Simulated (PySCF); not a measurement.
**B₂ClH₇N₂: NMR shifts and electronic excitations at several levels of theory**

Aim: compute the NMR shifts and electronic excitations of B₂ClH₇N₂ (`Cl[BH-]1[NH2+][BH2-][NH2+]1`) at several levels, and see how far they spread and what each costs.

Programs: PySCF 2.14.0, with density-fitted response routines of our own. Each step states its level of theory. These are calculated values for one molecule in the gas phase, unless marked as measured. Atoms are numbered from 0 throughout.

### Step 1. Starting geometry

12 atoms, charge 0, multiplicity 1; geometry from: PBE0-D3(BJ)/def2-SVP.

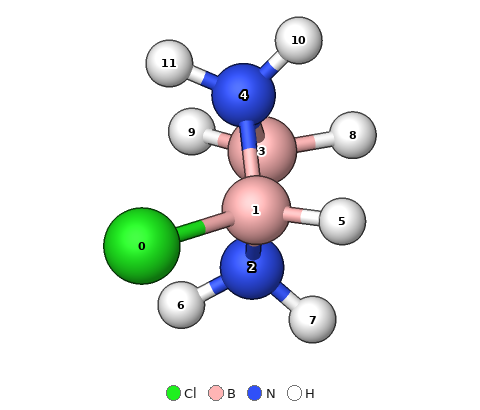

The starting geometry (chlorine green, boron pink, nitrogen blue, hydrogen white), atoms numbered.

### Step 2. NMR shieldings: PBE0/6-31G*

The job: settings as JSON, then the geometry in Å.

```
{"job": {"kind": "nmr", "xc": "PBE0", "basis": "6-31G*", "pop": true}, "charge": 0, "multiplicity": 1}
Cl    -0.499285    -2.047749     0.555472
B     -0.794608    -0.620918    -0.564055
N     -1.883762     0.371140     0.011194
B     -0.794173     1.532856    -0.160975
N      0.355627     0.460004    -0.464054
H     -1.025657    -0.937415    -1.710490
H     -2.143047     0.170716     0.975466
H     -2.731561     0.453980    -0.542123
H     -1.030421     2.202205    -1.147630
H     -0.602148     2.161560     0.861816
H      0.897854     0.597480    -1.312182
H      0.997352     0.294665     0.309257
```

Method: GIAO PBE0/6-31G* NMR shielding, non-relativistic, gas phase.

The run is started by

```console
OMP_NUM_THREADS=1 python probes_run.py task.json out
```

This one command runs all jobs of the session in turn.

The program printed:

```text
coarse grid: 10264 points
cycle   1  E = -623.3835513946  dE =  4.272e-01  |g| = 3.644e-01  |ddm| = 2.908e+00
cycle   2  E = -623.4003469316  dE = -1.680e-02  |g| = 3.108e-01  |ddm| = 8.143e-01
cycle   3  E = -623.4242102690  dE = -2.386e-02  |g| = 5.285e-02  |ddm| = 3.482e-01
cycle   4  E = -623.4247816018  dE = -5.713e-04  |g| = 2.025e-02  |ddm| = 6.985e-02
cycle   5  E = -623.4248790422  dE = -9.744e-05  |g| = 2.390e-03  |ddm| = 2.242e-02
cycle   6  E = -623.4248804694  dE = -1.427e-06  |g| = 1.040e-03  |ddm| = 4.397e-03
final grid: 93752 points
cycle   7  E = -623.3801622093  dE = -2.673e-05  |g| = 8.013e-03  |ddm| = 1.968e-02
cycle   8  E = -623.3801530701  dE =  9.139e-06  |g| = 1.046e-02  |ddm| = 1.573e-02
cycle   9  E = -623.3801772178  dE = -2.415e-05  |g| = 5.614e-04  |ddm| = 8.767e-03
cycle  10  E = -623.3801773106  dE = -9.272e-08  |g| = 9.893e-05  |ddm| = 8.888e-04
cycle  11  E = -623.3801773130  dE = -2.403e-09  |g| = 1.909e-05  |ddm| = 1.069e-04
cycle  12  E = -623.3801773131  dE = -8.833e-11  |g| = 6.566e-06  |ddm| = 2.497e-05
converged SCF energy = -623.3801773131

GIAO shielding tensors (ppm)
atom      isotropic    diamagn.    paramagn.     s11        s22        s33       span
  0 Cl     918.957    1148.091    -229.134    792.496    955.988   1008.386    215.890
  1 B      116.466     189.595     -73.128    107.651    118.875    122.873     15.222
  2 N      233.548     320.395     -86.847    204.080    237.437    259.128     55.048
  3 B      126.532     190.368     -63.836    115.692    125.522    138.382     22.690
  4 N      233.472     319.700     -86.228    203.965    237.346    259.106     55.141
  5 H       28.022      29.173      -1.151     25.630     27.426     31.009      5.379
  6 H       30.729      29.470       1.259     25.897     28.172     38.117     12.221
  7 H       30.247      28.606       1.641     24.447     26.541     39.752     15.305
  8 H       28.625      29.537      -0.912     25.579     28.441     31.857      6.277
  9 H       28.599      29.407      -0.808     25.259     28.188     32.351      7.091
 10 H       30.238      30.099       0.140     24.443     26.534     39.739     15.296
 11 H       30.726      30.607       0.119     25.897     28.176     38.106     12.208
```

Wall time 6.5 s (1 thread of Arm Neoverse V2, shared host); peak memory 0.5 GiB.

Shifts follow as δ = σ(reference) − σ, with reference shieldings (ppm) from runs at the same level and on the same kind of geometry: ¹H TMS 31.96, ¹⁵N NH3 259.4, ¹¹B BF3·OEt2 112.3, ³⁵Cl HCl 930. The references are single molecules in the gas phase, so shifts against H2O, NH3, PH3, H3PO4 or CFCl3 are not on the usual liquid scales and can be off by tens of ppm. Atoms listed in one row are averaged.

```
  atoms                                                  environment  σ (ppm)  δ (ppm)
     H5  hydrogen on a boron bonded to Cl, 2 N, in a 4-membered ring    28.02     3.94
     H9      hydrogen on a boron bonded to 2 N, in a 4-membered ring    28.60     3.36
     H8      hydrogen on a boron bonded to 2 N, in a 4-membered ring    28.63     3.34
H7, H10               hydrogen on a donor nitrogen of a Lewis adduct    30.24     1.72
H6, H11               hydrogen on a donor nitrogen of a Lewis adduct    30.73     1.24
    Cl0                                         chlorine bonded to B      919       11
     B1             boron bonded to Cl, 2 N, H, in a 4-membered ring    116.5     -4.2
     B3               boron bonded to 2 N, 2 H, in a 4-membered ring    126.5    -14.3
 N2, N4                             donor nitrogen of a Lewis adduct    233.5     25.9
```

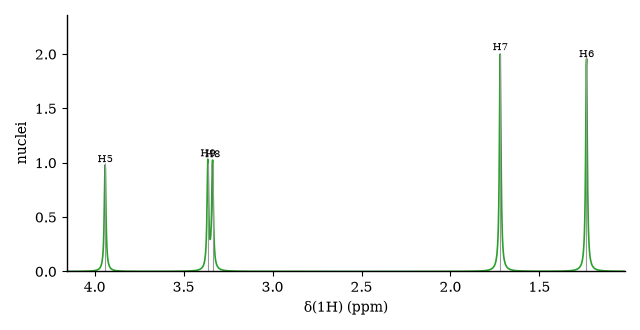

¹H lines at the computed shifts, without couplings. Lines are broadened to a width of 0.01 ppm (Lorentzian).

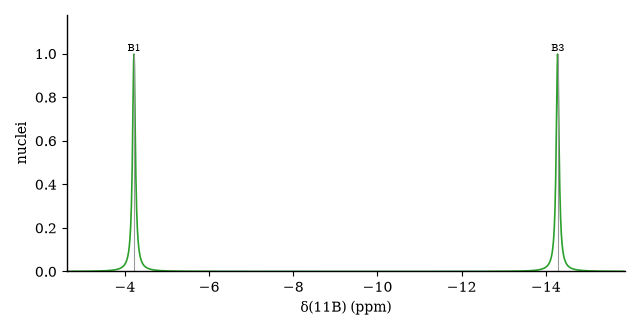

¹¹B lines at the computed shifts, without couplings. Lines are broadened to a width of 0.08 ppm (Lorentzian).

The run also stored atomic charges by several schemes (e):

```
 atoms  Mulliken    IAO  Hirshfeld  ESP fit
   Cl0     -0.26  -0.23      -0.21    -0.27
    B1      0.24   0.08       0.08     0.01
N2, N4     -0.78  -0.44      -0.11    -0.33
    B3      0.12  -0.07       0.02     0.00
```

IAO charges:

```
atom  value (e)
 Cl0      -0.23
  B1       0.08
  N2      -0.44
  B3      -0.07
  N4      -0.44
  H5      -0.01
  H6       0.28
  H7       0.29
  H8      -0.02
  H9      -0.02
 H10       0.29
 H11       0.28
```

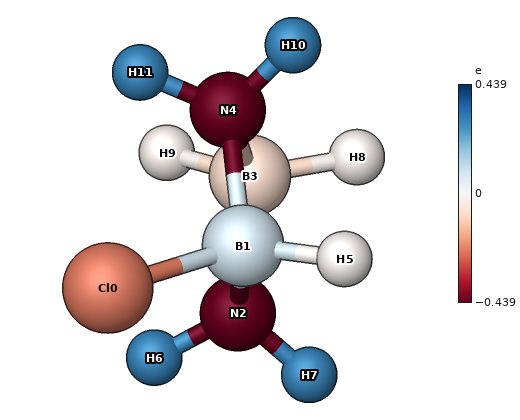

IAO charges, as colours on the atoms.

Mayer bond orders: Cl0–B1 1.05, B1–N2 0.73, N2–B3 0.71, B3–N4 0.71, N4–B1 0.73.

Ring of atoms B1, N2, B3, N4: NICS(0) -5.3, NICS(1) -1.1, NICS(1)zz 1.1 ppm (means of both faces).

### Step 3. NMR shieldings: PBE0/6-311+G(2d,p)

Same as in step 2 but for these lines:

```diff
@@ -1,2 +1,2 @@
-{"job": {"kind": "nmr", "xc": "PBE0", "basis": "6-31G*", "pop": true}, "charge": 0, "multiplicity": 1}
+{"job": {"kind": "nmr", "xc": "PBE0", "basis": "6-311+G(2d,p)", "pop": true}, "charge": 0, "multiplicity": 1}
 Cl    -0.499285    -2.047749     0.555472
```

Level: GIAO PBE0/6-311+G(2d,p) NMR shielding, non-relativistic, gas phase.

The program printed:

```text
coarse grid: 10264 points
cycle   1  E = -623.4381197194  dE =  4.037e-01  |g| = 3.756e-01  |ddm| = 2.802e+00
cycle   2  E = -623.4504489660  dE = -1.233e-02  |g| = 3.485e-01  |ddm| = 9.401e-01
cycle   3  E = -623.4779987568  dE = -2.755e-02  |g| = 5.717e-02  |ddm| = 3.960e-01
cycle   4  E = -623.4785518230  dE = -5.531e-04  |g| = 3.107e-02  |ddm| = 7.258e-02
cycle   5  E = -623.4787572235  dE = -2.054e-04  |g| = 2.351e-03  |ddm| = 2.680e-02
cycle   6  E = -623.4787583221  dE = -1.099e-06  |g| = 1.275e-03  |ddm| = 3.594e-03
final grid: 93752 points
cycle   7  E = -623.4715240723  dE = -6.182e-05  |g| = 7.761e-03  |ddm| = 4.785e-02
cycle   8  E = -623.4715152847  dE =  8.788e-06  |g| = 1.017e-02  |ddm| = 1.381e-02
cycle   9  E = -623.4715371441  dE = -2.186e-05  |g| = 7.260e-04  |ddm| = 7.542e-03
cycle  10  E = -623.4715372619  dE = -1.178e-07  |g| = 1.930e-04  |ddm| = 9.833e-04
cycle  11  E = -623.4715372704  dE = -8.435e-09  |g| = 3.624e-05  |ddm| = 2.033e-04
cycle  12  E = -623.4715372707  dE = -2.963e-10  |g| = 1.383e-05  |ddm| = 4.223e-05
converged SCF energy = -623.4715372707

GIAO shielding tensors (ppm)
atom      isotropic    diamagn.    paramagn.     s11        s22        s33       span
  0 Cl     878.792    1147.938    -269.147    744.299    902.258    989.818    245.519
  1 B      108.135     180.382     -72.247    100.370    110.047    113.989     13.619
  2 N      223.511     316.149     -92.639    191.747    228.531    250.254     58.507
  3 B      118.829     180.837     -62.009    108.777    116.791    130.917     22.140
  4 N      223.427     314.986     -91.559    191.622    228.429    250.230     58.608
  5 H       27.375      28.892      -1.517     24.914     27.030     30.182      5.268
  6 H       30.040      30.400      -0.360     25.253     27.586     37.281     12.027
  7 H       29.625      30.625      -1.000     23.859     25.867     39.148     15.288
  8 H       28.254      28.777      -0.523     25.243     28.083     31.436      6.193
  9 H       28.250      27.858       0.392     24.966     27.748     32.036      7.071
 10 H       29.616      30.947      -1.331     23.854     25.860     39.134     15.279
 11 H       30.037      30.800      -0.763     25.253     27.590     37.267     12.014
```

Run time: 17 s. Hardware: 1 thread of Arm Neoverse V2, shared host; peak memory 0.91 GiB.

In short: δ Cl0 69, B1 -5.7, B3 -16.4, N2 38.4, H5 4.14, H9 3.26 ppm (means over like atoms).

### Step 4. Shielding tensors: PBE0/def2-SVP

Same as in step 3 but for these lines:

```diff
@@ -1,2 +1,2 @@
-{"job": {"kind": "nmr", "xc": "PBE0", "basis": "6-311+G(2d,p)", "pop": true}, "charge": 0, "multiplicity": 1}
+{"job": {"kind": "nmr", "xc": "PBE0", "basis": "def2-SVP", "pop": true}, "charge": 0, "multiplicity": 1}
 Cl    -0.499285    -2.047749     0.555472
```

Level: GIAO PBE0/def2-SVP NMR shielding, non-relativistic, gas phase.

The program printed:

```text
coarse grid: 10264 points
cycle   1  E = -623.0569267781  dE =  3.834e-01  |g| = 3.429e-01  |ddm| = 3.278e+00
cycle   2  E = -623.0734603249  dE = -1.653e-02  |g| = 2.875e-01  |ddm| = 8.726e-01
cycle   3  E = -623.0928719945  dE = -1.941e-02  |g| = 5.142e-02  |ddm| = 3.835e-01
cycle   4  E = -623.0934196491  dE = -5.477e-04  |g| = 2.050e-02  |ddm| = 7.904e-02
cycle   5  E = -623.0935120371  dE = -9.239e-05  |g| = 2.832e-03  |ddm| = 2.356e-02
cycle   6  E = -623.0935139977  dE = -1.961e-06  |g| = 1.181e-03  |ddm| = 4.738e-03
final grid: 93752 points
cycle   7  E = -623.1496185963  dE = -3.721e-05  |g| = 7.607e-03  |ddm| = 2.334e-02
cycle   8  E = -623.1496101906  dE =  8.406e-06  |g| = 9.931e-03  |ddm| = 1.841e-02
cycle   9  E = -623.1496319103  dE = -2.172e-05  |g| = 6.060e-04  |ddm| = 1.012e-02
cycle  10  E = -623.1496320084  dE = -9.808e-08  |g| = 9.296e-05  |ddm| = 1.002e-03
cycle  11  E = -623.1496320105  dE = -2.055e-09  |g| = 2.827e-05  |ddm| = 1.318e-04
cycle  12  E = -623.1496320107  dE = -2.101e-10  |g| = 7.119e-06  |ddm| = 3.763e-05
converged SCF energy = -623.1496320107

GIAO shielding tensors (ppm)
atom      isotropic    diamagn.    paramagn.     s11        s22        s33       span
  0 Cl     927.940    1147.591    -219.650    809.107    962.944   1011.770    202.664
  1 B      115.540     193.979     -78.439    106.156    118.062    122.402     16.246
  2 N      235.361     306.148     -70.787    204.220    240.093    261.769     57.550
  3 B      126.455     195.493     -69.038    114.835    125.678    138.853     24.018
  4 N      235.284     304.451     -69.167    204.099    240.003    261.749     57.651
  5 H       27.604      30.478      -2.874     25.056     26.913     30.842      5.786
  6 H       29.943      29.605       0.338     24.904     27.061     37.864     12.960
  7 H       29.382      28.139       1.244     23.381     25.316     39.450     16.070
  8 H       28.294      30.016      -1.722     25.283     27.978     31.623      6.340
  9 H       28.302      30.182      -1.879     25.055     27.687     32.164      7.109
 10 H       29.374      29.716      -0.342     23.376     25.309     39.436     16.060
 11 H       29.940      30.916      -0.975     24.904     27.066     37.852     12.948
```

Wall time 7.6 s (1 thread of Arm Neoverse V2, shared host); peak memory 0.59 GiB.

Key values: δ Cl0 40, B1 -4.9, B3 -15.8, N2 34.5, H5 3.74, H8 3.05 ppm (means over like atoms).

### Step 5. Nuclear shieldings: PBE0/def2-TZVP

Same as in step 4 but for these lines:

```diff
@@ -1,2 +1,2 @@
-{"job": {"kind": "nmr", "xc": "PBE0", "basis": "def2-SVP", "pop": true}, "charge": 0, "multiplicity": 1}
+{"job": {"kind": "nmr", "xc": "PBE0", "basis": "def2-TZVP", "pop": true}, "charge": 0, "multiplicity": 1}
 Cl    -0.499285    -2.047749     0.555472
```

Level: GIAO PBE0/def2-TZVP NMR shielding, non-relativistic, gas phase.

The program printed:

```text
coarse grid: 10264 points
cycle   1  E = -623.4557359024  dE =  4.149e-01  |g| = 3.752e-01  |ddm| = 2.367e+00
cycle   2  E = -623.4681569052  dE = -1.242e-02  |g| = 3.548e-01  |ddm| = 8.316e-01
cycle   3  E = -623.4962097376  dE = -2.805e-02  |g| = 5.672e-02  |ddm| = 3.971e-01
cycle   4  E = -623.4967777410  dE = -5.680e-04  |g| = 3.039e-02  |ddm| = 6.283e-02
cycle   5  E = -623.4969662943  dE = -1.886e-04  |g| = 2.312e-03  |ddm| = 2.215e-02
cycle   6  E = -623.4969671783  dE = -8.841e-07  |g| = 1.345e-03  |ddm| = 2.854e-03
final grid: 93752 points
cycle   7  E = -623.4824530945  dE = -7.943e-05  |g| = 8.520e-03  |ddm| = 7.925e-02
cycle   8  E = -623.4824427739  dE =  1.032e-05  |g| = 1.103e-02  |ddm| = 1.601e-02
cycle   9  E = -623.4824681889  dE = -2.542e-05  |g| = 8.745e-04  |ddm| = 8.397e-03
cycle  10  E = -623.4824683369  dE = -1.479e-07  |g| = 2.048e-04  |ddm| = 8.719e-04
cycle  11  E = -623.4824683462  dE = -9.297e-09  |g| = 4.793e-05  |ddm| = 2.015e-04
cycle  12  E = -623.4824683467  dE = -5.593e-10  |g| = 1.497e-05  |ddm| = 4.494e-05
converged SCF energy = -623.4824683467

GIAO shielding tensors (ppm)
atom      isotropic    diamagn.    paramagn.     s11        s22        s33       span
  0 Cl     868.521    1145.905    -277.384    725.504    895.297    984.761    259.257
  1 B      107.600     185.799     -78.200     99.110    110.010    113.678     14.568
  2 N      223.440     311.551     -88.112    191.254    228.463    250.602     59.348
  3 B      118.560     189.177     -70.617    108.055    116.579    131.045     22.990
  4 N      223.357     310.839     -87.481    191.129    228.362    250.582     59.454
  5 H       27.381      29.501      -2.120     24.988     27.033     30.121      5.132
  6 H       29.952      29.368       0.584     25.131     27.492     37.235     12.104
  7 H       29.531      27.972       1.560     23.697     25.782     39.116     15.420
  8 H       28.221      29.293      -1.071     25.234     28.043     31.387      6.152
  9 H       28.221      29.050      -0.829     24.946     27.732     31.983      7.037
 10 H       29.523      29.153       0.369     23.692     25.774     39.103     15.411
 11 H       29.949      30.392      -0.443     25.131     27.496     37.221     12.090
```

Wall time 20 s (1 thread of Arm Neoverse V2, shared host); peak memory 0.94 GiB.

Key values: δ Cl0 64, B1 -5.0, B3 -15.9, N2 42.5, H5 4.10, H9 3.26 ppm (means over like atoms).

### Step 6. NMR shieldings: PBE0/cc-pVDZ

Same as in step 5 but for these lines:

```diff
@@ -1,2 +1,2 @@
-{"job": {"kind": "nmr", "xc": "PBE0", "basis": "def2-TZVP", "pop": true}, "charge": 0, "multiplicity": 1}
+{"job": {"kind": "nmr", "xc": "PBE0", "basis": "cc-pVDZ", "pop": true}, "charge": 0, "multiplicity": 1}
 Cl    -0.499285    -2.047749     0.555472
```

Method: GIAO PBE0/cc-pVDZ NMR shielding, non-relativistic, gas phase.

The program printed:

```text
coarse grid: 10264 points
cycle   1  E = -623.3684067893  dE =  4.544e-01  |g| = 3.558e-01  |ddm| = 6.066e+00
cycle   2  E = -623.3842955666  dE = -1.589e-02  |g| = 3.072e-01  |ddm| = 1.577e+00
cycle   3  E = -623.4070474164  dE = -2.275e-02  |g| = 5.194e-02  |ddm| = 6.446e-01
cycle   4  E = -623.4076109212  dE = -5.635e-04  |g| = 2.052e-02  |ddm| = 1.090e-01
cycle   5  E = -623.4077074187  dE = -9.650e-05  |g| = 2.588e-03  |ddm| = 3.790e-02
cycle   6  E = -623.4077090727  dE = -1.654e-06  |g| = 1.164e-03  |ddm| = 7.322e-03
final grid: 93752 points
cycle   7  E = -623.4216157836  dE = -3.148e-05  |g| = 8.139e-03  |ddm| = 4.927e-02
cycle   8  E = -623.4216057007  dE =  1.008e-05  |g| = 1.073e-02  |ddm| = 2.974e-02
cycle   9  E = -623.4216312774  dE = -2.558e-05  |g| = 6.191e-04  |ddm| = 1.622e-02
cycle  10  E = -623.4216313856  dE = -1.082e-07  |g| = 1.026e-04  |ddm| = 1.543e-03
cycle  11  E = -623.4216313882  dE = -2.588e-09  |g| = 2.378e-05  |ddm| = 2.410e-04
cycle  12  E = -623.4216313883  dE = -1.502e-10  |g| = 7.831e-06  |ddm| = 6.335e-05
converged SCF energy = -623.4216313883

GIAO shielding tensors (ppm)
atom      isotropic    diamagn.    paramagn.     s11        s22        s33       span
  0 Cl     919.984    1149.388    -229.404    798.849    953.247   1007.856    209.007
  1 B      116.499     194.085     -77.587    106.799    119.538    123.159     16.361
  2 N      235.114     301.113     -65.999    204.751    239.875    260.716     55.965
  3 B      126.875     196.371     -69.496    114.470    126.323    139.832     25.362
  4 N      235.037     299.976     -64.939    204.630    239.785    260.696     56.066
  5 H       27.291      30.135      -2.844     24.738     26.749     30.385      5.647
  6 H       29.843      28.978       0.864     25.079     27.274     37.175     12.096
  7 H       29.324      27.614       1.710     23.569     25.545     38.858     15.290
  8 H       28.043      29.912      -1.870     25.012     27.800     31.316      6.304
  9 H       28.087      30.187      -2.100     24.749     27.572     31.938      7.189
 10 H       29.316      29.362      -0.046     23.565     25.539     38.844     15.280
 11 H       29.840      30.423      -0.583     25.079     27.278     37.162     12.084
```

It took 8.2 s on 1 thread of Arm Neoverse V2, shared host; peak memory 0.62 GiB.

This run: δ Cl0 41, B1 -2.7, B3 -13.1, N2 38.0, H5 4.00, H8 3.25 ppm (means over like atoms).

### Step 7. Shielding tensors: PBE0/cc-pVTZ

Same as in step 6 but for these lines:

```diff
@@ -1,2 +1,2 @@
-{"job": {"kind": "nmr", "xc": "PBE0", "basis": "cc-pVDZ", "pop": true}, "charge": 0, "multiplicity": 1}
+{"job": {"kind": "nmr", "xc": "PBE0", "basis": "cc-pVTZ", "pop": true}, "charge": 0, "multiplicity": 1}
 Cl    -0.499285    -2.047749     0.555472
```

Method: GIAO PBE0/cc-pVTZ NMR shielding, non-relativistic, gas phase.

The program printed:

```text
coarse grid: 10264 points
cycle   1  E = -623.4444058763  dE =  4.158e-01  |g| = 3.722e-01  |ddm| = 6.593e+00
cycle   2  E = -623.4571815532  dE = -1.278e-02  |g| = 3.505e-01  |ddm| = 1.539e+00
cycle   3  E = -623.4847452627  dE = -2.756e-02  |g| = 5.506e-02  |ddm| = 6.486e-01
cycle   4  E = -623.4852968776  dE = -5.516e-04  |g| = 2.813e-02  |ddm| = 1.147e-01
cycle   5  E = -623.4854620700  dE = -1.652e-04  |g| = 2.450e-03  |ddm| = 3.934e-02
cycle   6  E = -623.4854632918  dE = -1.222e-06  |g| = 1.309e-03  |ddm| = 6.243e-03
final grid: 93752 points
cycle   7  E = -623.4882146716  dE = -8.720e-05  |g| = 8.253e-03  |ddm| = 1.039e-01
cycle   8  E = -623.4882047329  dE =  9.939e-06  |g| = 1.087e-02  |ddm| = 2.909e-02
cycle   9  E = -623.4882292294  dE = -2.450e-05  |g| = 7.233e-04  |ddm| = 1.554e-02
cycle  10  E = -623.4882293490  dE = -1.196e-07  |g| = 2.002e-04  |ddm| = 1.475e-03
cycle  11  E = -623.4882293581  dE = -9.121e-09  |g| = 4.490e-05  |ddm| = 3.602e-04
cycle  12  E = -623.4882293586  dE = -4.857e-10  |g| = 1.389e-05  |ddm| = 1.018e-04
converged SCF energy = -623.4882293586

GIAO shielding tensors (ppm)
atom      isotropic    diamagn.    paramagn.     s11        s22        s33       span
  0 Cl     892.390    1147.895    -255.504    758.243    919.155    999.773    241.530
  1 B      107.922     187.732     -79.809     99.457    110.191    114.119     14.662
  2 N      224.358     297.321     -72.963    192.531    229.467    251.076     58.545
  3 B      118.955     193.250     -74.296    108.229    117.056    131.579     23.350
  4 N      224.276     297.671     -73.395    192.407    229.367    251.054     58.647
  5 H       27.288      29.156      -1.868     24.840     26.939     30.086      5.246
  6 H       29.591      29.400       0.191     24.699     26.964     37.110     12.411
  7 H       29.131      28.731       0.401     23.178     25.239     38.977     15.798
  8 H       28.112      29.137      -1.025     25.085     27.920     31.331      6.247
  9 H       28.124      29.199      -1.075     24.800     27.612     31.959      7.159
 10 H       29.123      29.349      -0.226     23.174     25.232     38.963     15.789
 11 H       29.588      29.941      -0.354     24.699     26.968     37.096     12.397
```

Wall time 28 s (1 thread of Arm Neoverse V2, shared host); peak memory 0.89 GiB.

This run: δ Cl0 60, B1 -5.2, B3 -16.2, N2 42.5, H5 4.00, H8 3.18 ppm (means over like atoms).

(Part 1 of 2 ends here.)
